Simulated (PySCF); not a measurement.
# fluorobenzene (C6H5F): NMR shifts at several levels of theory

Aim: compute the NMR shifts of fluorobenzene (C6H5F) (`Fc1ccccc1`) at several levels, and see how far they spread and what each costs.

Programs: PySCF 2.14.0, with density-fitted response routines of our own. Each step states its level of theory. These are calculated values for one molecule in the gas phase, unless marked as measured. Atoms count from 0, in the outputs and in this text.

## Step 1: The starting structure

12 atoms, charge 0, multiplicity 1; geometry from: PBE0-D3(BJ)/def2-SVP.

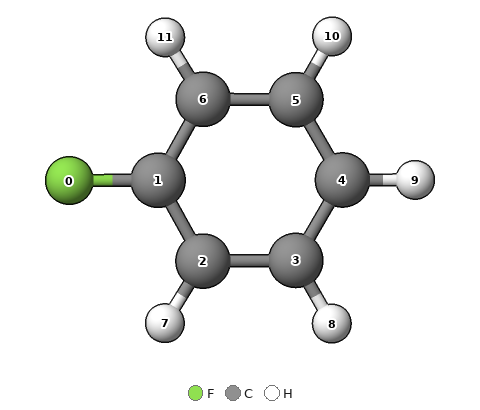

As it starts; fluorine green, carbon grey, hydrogen white, atoms numbered.

## Step 2: Nuclear shieldings: PBE0/6-31G*

The job: settings as JSON, then the geometry in Å.

```
{"job": {"kind": "nmr", "xc": "PBE0", "basis": "6-31G*", "pop": true}, "charge": 0, "multiplicity": 1}
F     -2.257719    -1.311525    -0.133284
C     -1.145644    -0.576571    -0.136310
C      0.087184    -1.218582    -0.153522
C      1.246556    -0.444581    -0.156600
C      1.168020     0.948057    -0.142541
C     -0.080484     1.569833    -0.125251
C     -1.248904     0.809603    -0.121989
H      0.121494    -2.309447    -0.164424
H      2.221040    -0.938115    -0.169898
H      2.079937     1.548797    -0.145262
H     -0.149384     2.660112    -0.114072
H     -2.237605     1.271759    -0.108644
```

With the program's defaults for keys left out, this is: GIAO PBE0/6-31G* NMR shielding, non-relativistic, gas phase.

Launch:

```bash
OMP_NUM_THREADS=1 python probes_run.py task.json out
```

The driver reads the jobs from task.json and runs them one after another.

Output:

```text
coarse grid: 10704 points
cycle   1  E = -331.1013292042  dE =  1.163e+00  |g| = 5.020e-01  |ddm| = 3.522e+00
cycle   2  E = -331.0795706345  dE =  2.176e-02  |g| = 6.195e-01  |ddm| = 9.439e-01
cycle   3  E = -331.1518947273  dE = -7.232e-02  |g| = 9.082e-02  |ddm| = 5.371e-01
cycle   4  E = -331.1539591523  dE = -2.064e-03  |g| = 3.026e-02  |ddm| = 1.240e-01
cycle   5  E = -331.1541894029  dE = -2.303e-04  |g| = 1.061e-02  |ddm| = 3.742e-02
cycle   6  E = -331.1542170951  dE = -2.769e-05  |g| = 1.844e-03  |ddm| = 1.196e-02
cycle   7  E = -331.1542178764  dE = -7.813e-07  |g| = 5.168e-04  |ddm| = 2.205e-03
final grid: 105712 points
cycle   8  E = -331.1069659099  dE = -2.336e-05  |g| = 8.013e-03  |ddm| = 2.095e-02
cycle   9  E = -331.1069576413  dE =  8.269e-06  |g| = 1.072e-02  |ddm| = 1.725e-02
cycle  10  E = -331.1069812406  dE = -2.360e-05  |g| = 1.064e-03  |ddm| = 1.021e-02
cycle  11  E = -331.1069814700  dE = -2.294e-07  |g| = 1.540e-04  |ddm| = 1.208e-03
cycle  12  E = -331.1069814741  dE = -4.137e-09  |g| = 6.185e-05  |ddm| = 1.962e-04
cycle  13  E = -331.1069814750  dE = -8.413e-10  |g| = 3.030e-05  |ddm| = 9.099e-05
converged SCF energy = -331.1069814750

GIAO shielding tensors (ppm)
atom      isotropic    diamagn.    paramagn.     s11        s22        s33       span
  0 F      303.324     473.131    -169.806    229.657    297.550    382.766    153.109
  1 C       38.470     249.678    -211.209    -41.335     50.317    106.426    147.761
  2 C       83.585     260.479    -176.894      6.764     66.849    177.140    170.375
  3 C       70.063     257.552    -187.488    -24.681     52.850    182.022    206.703
  4 C       77.199     257.538    -180.339    -17.263     62.405    186.455    203.718
  5 C       70.087     257.284    -187.198    -24.651     52.899    182.013    206.664
  6 C       83.710     260.241    -176.531      7.062     66.826    177.242    170.181
  7 H       25.148      29.857      -4.709     21.742     25.594     28.107      6.365
  8 H       24.647      29.275      -4.627     21.177     25.357     27.409      6.232
  9 H       24.929      29.030      -4.101     21.615     25.696     27.475      5.860
 10 H       24.645      28.713      -4.068     21.176     25.357     27.403      6.227
 11 H       25.154      29.282      -4.128     21.742     25.616     28.103      6.361
```

It took 8 s on 1 thread of Arm Neoverse V1, shared host; peak memory 0.6 GiB.

Shifts follow as δ = σ(reference) − σ, with reference shieldings (ppm) from runs at the same level and on the same kind of geometry: 1H TMS 31.96, 13C TMS 194.1, 19F CFCl3 198.9. The references are single molecules in the gas phase, so shifts against H2O, NH3, PH3, H3PO4 or CFCl3 are not on the usual liquid scales and can be off by tens of ppm. Atoms listed in one row are averaged.

```tsv
atoms	environment	σ (ppm)	δ (ppm)
C1	aromatic carbon bearing fluorine	38.5	155.7
C3, C5	aromatic CH	70.1	124.1
C4	aromatic CH	77.2	116.9
C2, C6	aromatic CH	83.6	110.5
H8, H10	hydrogen on an aromatic CH	24.65	7.32
H9	hydrogen on an aromatic CH	24.93	7.03
H7, H11	hydrogen on an aromatic CH	25.15	6.81
F0	aryl fluorine	303.3	-104.4
```

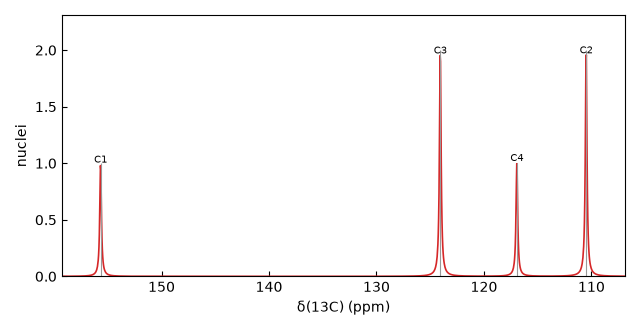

13C lines at the computed shifts, without couplings. Lines are broadened to a width of 0.18 ppm (Lorentzian).

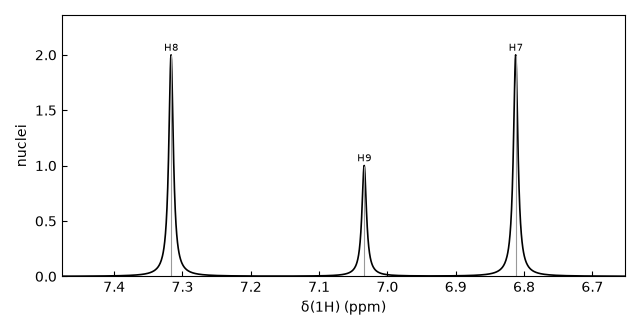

1H lines at the computed shifts, without couplings. Lines are broadened to a width of 0.01 ppm (Lorentzian).

Charges from the same density, by scheme (e):

```tsv
atoms	Mulliken	IAO	Hirshfeld	ESP fit
F0	-0.32	-0.26	-0.08	-0.18
C1	0.43	0.30	0.09	0.36
C2, C6	-0.25	-0.19	-0.07	-0.30
C3, C5	-0.16	-0.13	-0.04	-0.07
C4	-0.18	-0.16	-0.06	-0.22
```

Mulliken charges:

```tsv
atom	value (e)
F0	-0.32
C1	0.43
C2	-0.25
C3	-0.16
C4	-0.18
C5	-0.16
C6	-0.25
H7	0.19
H8	0.18
H9	0.17
H10	0.18
H11	0.19
```

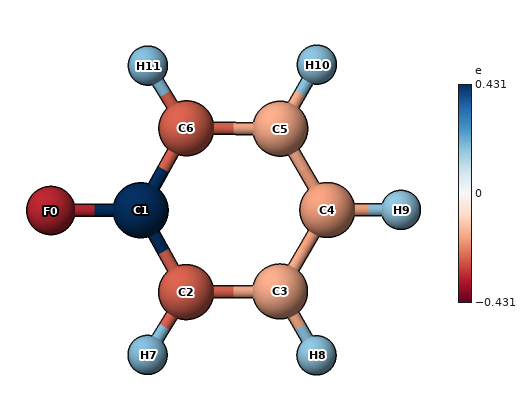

Mulliken charges, as colours on the atoms.

Mayer bond orders: F0–C1 0.90, C1–C2 1.40, C2–C3 1.43, C3–C4 1.45, C4–C5 1.45, C5–C6 1.43, C6–C1 1.40.

Ring of atoms C1, C2, C3, C4, C5, C6: NICS(0) -11.1, NICS(1) -11.4, NICS(1)zz -28.3 ppm (means of both faces).

## Step 3: Shielding tensors: PBE0/6-311+G(2d,p)

Same as in step 2 but for these lines:

```diff
@@ -1,2 +1,2 @@
-{"job": {"kind": "nmr", "xc": "PBE0", "basis": "6-31G*", "pop": true}, "charge": 0, "multiplicity": 1}
+{"job": {"kind": "nmr", "xc": "PBE0", "basis": "6-311+G(2d,p)", "pop": true}, "charge": 0, "multiplicity": 1}
 F     -2.257719    -1.311525    -0.133284
```

Method: GIAO PBE0/6-311+G(2d,p) NMR shielding, non-relativistic, gas phase.

Output:

```text
coarse grid: 10704 points
cycle   1  E = -331.1612966469  dE =  1.163e+00  |g| = 4.921e-01  |ddm| = 4.750e+00
cycle   2  E = -331.1344208224  dE =  2.688e-02  |g| = 6.357e-01  |ddm| = 1.270e+00
cycle   3  E = -331.2082989894  dE = -7.388e-02  |g| = 8.543e-02  |ddm| = 6.836e-01
cycle   4  E = -331.2097679578  dE = -1.469e-03  |g| = 4.376e-02  |ddm| = 1.402e-01
cycle   5  E = -331.2102757769  dE = -5.078e-04  |g| = 9.082e-03  |ddm| = 4.336e-02
cycle   6  E = -331.2102916536  dE = -1.588e-05  |g| = 3.526e-03  |ddm| = 9.732e-03
cycle   7  E = -331.2102944598  dE = -2.806e-06  |g| = 4.824e-04  |ddm| = 3.851e-03
final grid: 105712 points
cycle   8  E = -331.2079996471  dE = -5.293e-05  |g| = 6.497e-03  |ddm| = 1.988e-01
cycle   9  E = -331.2079944815  dE =  5.166e-06  |g| = 8.390e-03  |ddm| = 1.359e-02
cycle  10  E = -331.2080099999  dE = -1.552e-05  |g| = 1.195e-03  |ddm| = 7.439e-03
cycle  11  E = -331.2080102180  dE = -2.181e-07  |g| = 2.867e-04  |ddm| = 1.631e-03
cycle  12  E = -331.2080102327  dE = -1.472e-08  |g| = 7.460e-05  |ddm| = 4.071e-04
cycle  13  E = -331.2080102336  dE = -8.988e-10  |g| = 4.841e-05  |ddm| = 1.147e-04
cycle  14  E = -331.2080102342  dE = -6.286e-10  |g| = 2.272e-06  |ddm| = 4.066e-05
converged SCF energy = -331.2080102342

GIAO shielding tensors (ppm)
atom      isotropic    diamagn.    paramagn.     s11        s22        s33       span
  0 F      292.174     501.864    -209.689    218.820    293.283    364.420    145.600
  1 C       17.789     253.274    -235.485    -72.261     34.769     90.857    163.118
  2 C       67.417     256.804    -189.387    -19.034     52.240    169.045    188.080
  3 C       52.951     256.579    -203.628    -55.185     38.267    175.772    230.957
  4 C       59.843     259.008    -199.165    -48.468     48.406    179.591    228.058
  5 C       52.976     256.236    -203.260    -55.156     38.318    175.765    230.921
  6 C       67.550     256.560    -189.010    -18.713     52.220    169.143    187.855
  7 H       24.265      29.176      -4.911     21.173     24.009     27.613      6.440
  8 H       23.947      29.918      -5.971     20.773     23.867     27.201      6.427
  9 H       24.191      30.367      -6.177     21.113     24.126     27.333      6.220
 10 H       23.944      29.322      -5.378     20.771     23.867     27.195      6.424
 11 H       24.271      28.694      -4.423     21.172     24.033     27.609      6.436
```

Wall time 24 s (1 thread of Arm Neoverse V1, shared host); peak memory 0.98 GiB.

This run: δ C1 168.7, C3 133.5, C4 126.6, C2 119.0, H8 7.56, H9 7.32 ppm (means over like atoms).

## Step 4: NMR shieldings: PBE0/def2-SVP

Same as in step 3 but for these lines:

```diff
@@ -1,2 +1,2 @@
-{"job": {"kind": "nmr", "xc": "PBE0", "basis": "6-311+G(2d,p)", "pop": true}, "charge": 0, "multiplicity": 1}
+{"job": {"kind": "nmr", "xc": "PBE0", "basis": "def2-SVP", "pop": true}, "charge": 0, "multiplicity": 1}
 F     -2.257719    -1.311525    -0.133284
```

With the program's defaults for keys left out, this is: GIAO PBE0/def2-SVP NMR shielding, non-relativistic, gas phase.

Output:

```text
coarse grid: 10704 points
cycle   1  E = -330.7775924014  dE =  1.097e+00  |g| = 4.806e-01  |ddm| = 4.282e+00
cycle   2  E = -330.7531420880  dE =  2.445e-02  |g| = 6.079e-01  |ddm| = 1.068e+00
cycle   3  E = -330.8234006896  dE = -7.026e-02  |g| = 8.411e-02  |ddm| = 5.777e-01
cycle   4  E = -330.8251034016  dE = -1.703e-03  |g| = 3.372e-02  |ddm| = 1.298e-01
cycle   5  E = -330.8254006168  dE = -2.972e-04  |g| = 9.863e-03  |ddm| = 4.438e-02
cycle   6  E = -330.8254239828  dE = -2.337e-05  |g| = 2.214e-03  |ddm| = 1.316e-02
cycle   7  E = -330.8254251406  dE = -1.158e-06  |g| = 4.985e-04  |ddm| = 2.776e-03
final grid: 105712 points
cycle   8  E = -330.8733538688  dE = -2.181e-05  |g| = 7.125e-03  |ddm| = 2.731e-02
cycle   9  E = -330.8733473891  dE =  6.480e-06  |g| = 9.401e-03  |ddm| = 1.697e-02
cycle  10  E = -330.8733662924  dE = -1.890e-05  |g| = 1.000e-03  |ddm| = 1.007e-02
cycle  11  E = -330.8733664941  dE = -2.017e-07  |g| = 1.430e-04  |ddm| = 1.275e-03
cycle  12  E = -330.8733664975  dE = -3.317e-09  |g| = 7.030e-05  |ddm| = 2.468e-04
cycle  13  E = -330.8733664988  dE = -1.301e-09  |g| = 2.204e-05  |ddm| = 9.596e-05
cycle  14  E = -330.8733664989  dE = -1.334e-10  |g| = 1.770e-06  |ddm| = 2.544e-05
converged SCF energy = -330.8733664989

GIAO shielding tensors (ppm)
atom      isotropic    diamagn.    paramagn.     s11        s22        s33       span
  0 F      304.940     470.462    -165.522    230.469    295.807    388.543    158.074
  1 C       31.644     252.667    -221.023    -52.355     44.145    103.141    155.496
  2 C       79.792     253.295    -173.503     -1.271     60.947    179.700    180.972
  3 C       65.544     252.487    -186.943    -34.467     45.582    185.518    219.985
  4 C       72.846     251.841    -178.995    -27.096     56.135    189.499    216.595
  5 C       65.568     252.120    -186.551    -34.436     45.631    185.510    219.946
  6 C       79.922     252.758    -172.836     -0.964     60.926    179.805    180.768
  7 H       24.443      31.119      -6.676     21.120     24.682     27.526      6.407
  8 H       24.107      30.584      -6.477     20.813     24.429     27.079      6.266
  9 H       24.378      30.503      -6.124     21.201     24.735     27.199      5.998
 10 H       24.104      30.064      -5.960     20.811     24.429     27.074      6.263
 11 H       24.450      30.601      -6.151     21.121     24.705     27.523      6.402
```

It took 9.1 s on 1 thread of Arm Neoverse V1, shared host; peak memory 0.64 GiB.

Key values: δ C1 162.1, C3 128.2, C4 120.9, C2 113.9, H8 7.24, H9 6.96 ppm (means over like atoms).

## Step 5: Nuclear shieldings: PBE0/def2-TZVP

Same as in step 4 but for these lines:

```diff
@@ -1,2 +1,2 @@
-{"job": {"kind": "nmr", "xc": "PBE0", "basis": "def2-SVP", "pop": true}, "charge": 0, "multiplicity": 1}
+{"job": {"kind": "nmr", "xc": "PBE0", "basis": "def2-TZVP", "pop": true}, "charge": 0, "multiplicity": 1}
 F     -2.257719    -1.311525    -0.133284
```

Level: GIAO PBE0/def2-TZVP NMR shielding, non-relativistic, gas phase.

Output:

```text
coarse grid: 10704 points
cycle   1  E = -331.1986155920  dE =  1.154e+00  |g| = 5.044e-01  |ddm| = 5.039e+00
cycle   2  E = -331.1720648097  dE =  2.655e-02  |g| = 6.433e-01  |ddm| = 1.550e+00
cycle   3  E = -331.2472191554  dE = -7.515e-02  |g| = 8.877e-02  |ddm| = 8.936e-01
cycle   4  E = -331.2487807231  dE = -1.562e-03  |g| = 4.607e-02  |ddm| = 1.259e-01
cycle   5  E = -331.2493429071  dE = -5.622e-04  |g| = 9.114e-03  |ddm| = 4.587e-02
cycle   6  E = -331.2493589833  dE = -1.608e-05  |g| = 3.462e-03  |ddm| = 1.037e-02
cycle   7  E = -331.2493616877  dE = -2.704e-06  |g| = 4.653e-04  |ddm| = 4.586e-03
final grid: 105712 points
cycle   8  E = -331.2381822275  dE = -6.275e-05  |g| = 6.868e-03  |ddm| = 7.558e-02
cycle   9  E = -331.2381769604  dE =  5.267e-06  |g| = 8.598e-03  |ddm| = 1.114e-02
cycle  10  E = -331.2381932602  dE = -1.630e-05  |g| = 1.276e-03  |ddm| = 9.096e-03
cycle  11  E = -331.2381934982  dE = -2.379e-07  |g| = 3.080e-04  |ddm| = 2.801e-03
cycle  12  E = -331.2381935153  dE = -1.711e-08  |g| = 7.727e-05  |ddm| = 5.404e-04
cycle  13  E = -331.2381935162  dE = -9.657e-10  |g| = 4.994e-05  |ddm| = 9.035e-05
cycle  14  E = -331.2381935169  dE = -6.694e-10  |g| = 2.860e-06  |ddm| = 3.609e-05
converged SCF energy = -331.2381935169

GIAO shielding tensors (ppm)
atom      isotropic    diamagn.    paramagn.     s11        s22        s33       span
  0 F      291.332     471.932    -180.600    214.761    293.007    366.229    151.469
  1 C       15.472     244.172    -228.700    -74.416     31.222     89.610    164.026
  2 C       66.512     256.656    -190.144    -20.464     51.345    168.655    189.120
  3 C       51.338     255.176    -203.838    -57.742     36.356    175.400    233.142
  4 C       58.564     254.783    -196.219    -50.712     47.042    179.362    230.074
  5 C       51.364     254.898    -203.534    -57.710     36.409    175.395    233.105
  6 C       66.647     256.401    -189.754    -20.137     51.325    168.752    188.889
  7 H       24.290      30.827      -6.537     21.351     23.909     27.609      6.258
  8 H       23.903      30.061      -6.157     20.830     23.720     27.160      6.330
  9 H       24.168      29.978      -5.810     21.212     24.024     27.267      6.055
 10 H       23.901      29.565      -5.664     20.828     23.720     27.155      6.327
 11 H       24.296      30.421      -6.125     21.351     23.932     27.605      6.254
```

It took 29 s on 1 thread of Arm Neoverse V1, shared host; peak memory 0.89 GiB.

Key values: δ C1 171.2, C3 135.3, C4 128.1, C2 120.1, H8 7.58, H9 7.31 ppm (means over like atoms).

## Step 6: NMR shieldings: PBE0/cc-pVDZ

Same as in step 5 but for these lines:

```diff
@@ -1,2 +1,2 @@
-{"job": {"kind": "nmr", "xc": "PBE0", "basis": "def2-TZVP", "pop": true}, "charge": 0, "multiplicity": 1}
+{"job": {"kind": "nmr", "xc": "PBE0", "basis": "cc-pVDZ", "pop": true}, "charge": 0, "multiplicity": 1}
 F     -2.257719    -1.311525    -0.133284
```

With the program's defaults for keys left out, this is: GIAO PBE0/cc-pVDZ NMR shielding, non-relativistic, gas phase.

Output:

```text
coarse grid: 10704 points
cycle   1  E = -331.0792867094  dE =  1.192e+00  |g| = 4.846e-01  |ddm| = 6.891e+00
cycle   2  E = -331.0548843320  dE =  2.440e-02  |g| = 6.106e-01  |ddm| = 1.808e+00
cycle   3  E = -331.1259172647  dE = -7.103e-02  |g| = 8.730e-02  |ddm| = 9.510e-01
cycle   4  E = -331.1277797165  dE = -1.862e-03  |g| = 3.362e-02  |ddm| = 1.843e-01
cycle   5  E = -331.1280754059  dE = -2.957e-04  |g| = 9.493e-03  |ddm| = 5.793e-02
cycle   6  E = -331.1280965064  dE = -2.110e-05  |g| = 2.438e-03  |ddm| = 1.784e-02
cycle   7  E = -331.1280979308  dE = -1.424e-06  |g| = 4.761e-04  |ddm| = 4.115e-03
final grid: 105712 points
cycle   8  E = -331.1362704900  dE = -2.682e-05  |g| = 7.819e-03  |ddm| = 5.881e-02
cycle   9  E = -331.1362622204  dE =  8.270e-06  |g| = 1.041e-02  |ddm| = 2.922e-02
cycle  10  E = -331.1362856987  dE = -2.348e-05  |g| = 1.110e-03  |ddm| = 1.607e-02
cycle  11  E = -331.1362859376  dE = -2.389e-07  |g| = 1.767e-04  |ddm| = 2.118e-03
cycle  12  E = -331.1362859433  dE = -5.622e-09  |g| = 6.308e-05  |ddm| = 2.913e-04
cycle  13  E = -331.1362859441  dE = -8.406e-10  |g| = 3.309e-05  |ddm| = 1.386e-04
cycle  14  E = -331.1362859444  dE = -3.075e-10  |g| = 2.207e-06  |ddm| = 4.890e-05
converged SCF energy = -331.1362859444

GIAO shielding tensors (ppm)
atom      isotropic    diamagn.    paramagn.     s11        s22        s33       span
  0 F      299.682     473.249    -173.566    226.579    296.333    376.135    149.555
  1 C       34.258     252.503    -218.245    -49.917     47.277    105.412    155.329
  2 C       81.237     256.997    -175.760     -0.377     65.532    178.558    178.935
  3 C       66.943     254.576    -187.633    -33.668     50.643    183.856    217.523
  4 C       74.225     254.330    -180.105    -26.221     60.549    188.348    214.569
  5 C       66.967     254.278    -187.311    -33.638     50.693    183.846    217.484
  6 C       81.365     256.775    -175.410     -0.073     65.512    178.657    178.730
  7 H       24.385      30.732      -6.347     21.108     24.409     27.638      6.530
  8 H       23.998      30.453      -6.455     20.809     24.137     27.048      6.239
  9 H       24.236      30.223      -5.986     21.189     24.403     27.117      5.929
 10 H       23.996      29.872      -5.876     20.807     24.137     27.042      6.235
 11 H       24.391      30.138      -5.746     21.108     24.432     27.634      6.525
```

It took 9.8 s on 1 thread of Arm Neoverse V1, shared host; peak memory 0.68 GiB.

This run: δ C1 162.5, C3 129.8, C4 122.5, C2 115.5, H8 7.29, H9 7.05 ppm (means over like atoms).

## Step 7: Nuclear shieldings: PBE0/cc-pVTZ

Same as in step 6 but for these lines:

```diff
@@ -1,2 +1,2 @@
-{"job": {"kind": "nmr", "xc": "PBE0", "basis": "cc-pVDZ", "pop": true}, "charge": 0, "multiplicity": 1}
+{"job": {"kind": "nmr", "xc": "PBE0", "basis": "cc-pVTZ", "pop": true}, "charge": 0, "multiplicity": 1}
 F     -2.257719    -1.311525    -0.133284
```

Level: GIAO PBE0/cc-pVTZ NMR shielding, non-relativistic, gas phase.

Output:

```text
coarse grid: 10704 points
cycle   1  E = -331.1861291128  dE =  1.153e+00  |g| = 5.036e-01  |ddm| = 7.831e+00
cycle   2  E = -331.1605169346  dE =  2.561e-02  |g| = 6.421e-01  |ddm| = 2.010e+00
cycle   3  E = -331.2344910726  dE = -7.397e-02  |g| = 8.855e-02  |ddm| = 1.088e+00
cycle   4  E = -331.2360970426  dE = -1.606e-03  |g| = 4.444e-02  |ddm| = 2.039e-01
cycle   5  E = -331.2366160865  dE = -5.190e-04  |g| = 9.070e-03  |ddm| = 7.275e-02
cycle   6  E = -331.2366320389  dE = -1.595e-05  |g| = 3.413e-03  |ddm| = 1.717e-02
cycle   7  E = -331.2366346403  dE = -2.601e-06  |g| = 4.530e-04  |ddm| = 5.632e-03
final grid: 105712 points
cycle   8  E = -331.2269467648  dE = -7.204e-05  |g| = 7.452e-03  |ddm| = 1.250e-01
cycle   9  E = -331.2269396389  dE =  7.126e-06  |g| = 9.743e-03  |ddm| = 2.619e-02
cycle  10  E = -331.2269591971  dE = -1.956e-05  |g| = 1.266e-03  |ddm| = 1.529e-02
cycle  11  E = -331.2269594315  dE = -2.344e-07  |g| = 2.984e-04  |ddm| = 3.269e-03
cycle  12  E = -331.2269594479  dE = -1.637e-08  |g| = 7.736e-05  |ddm| = 5.932e-04
cycle  13  E = -331.2269594488  dE = -9.026e-10  |g| = 5.134e-05  |ddm| = 1.721e-04
cycle  14  E = -331.2269594495  dE = -7.138e-10  |g| = 2.998e-06  |ddm| = 7.173e-05
converged SCF energy = -331.2269594495

GIAO shielding tensors (ppm)
atom      isotropic    diamagn.    paramagn.     s11        s22        s33       span
  0 F      290.607     471.411    -180.804    212.208    293.019    366.594    154.386
  1 C       17.541     242.858    -225.316    -71.878     33.484     91.018    162.896
  2 C       67.977     253.580    -185.603    -18.081     52.984    169.027    187.108
  3 C       52.737     253.589    -200.852    -54.726     37.333    175.603    230.329
  4 C       59.960     252.464    -192.503    -47.459     47.792    179.547    227.006
  5 C       52.761     253.606    -200.845    -54.695     37.384    175.595    230.290
  6 C       68.109     253.556    -185.447    -17.758     52.963    169.124    186.882
  7 H       24.134      30.695      -6.561     21.101     23.879     27.422      6.321
  8 H       23.757      30.360      -6.602     20.619     23.703     26.950      6.332
  9 H       24.003      30.219      -6.216     20.977     24.007     27.027      6.050
 10 H       23.755      30.000      -6.245     20.617     23.703     26.945      6.328
 11 H       24.140      30.421      -6.280     21.100     23.903     27.417      6.317
```

Wall time 33 s (1 thread of Arm Neoverse V1, shared host); peak memory 1.1 GiB.

This run: δ C1 169.8, C3 134.5, C4 127.3, C2 119.2, H8 7.53, H9 7.29 ppm (means over like atoms).

[end of part 1 of 2]
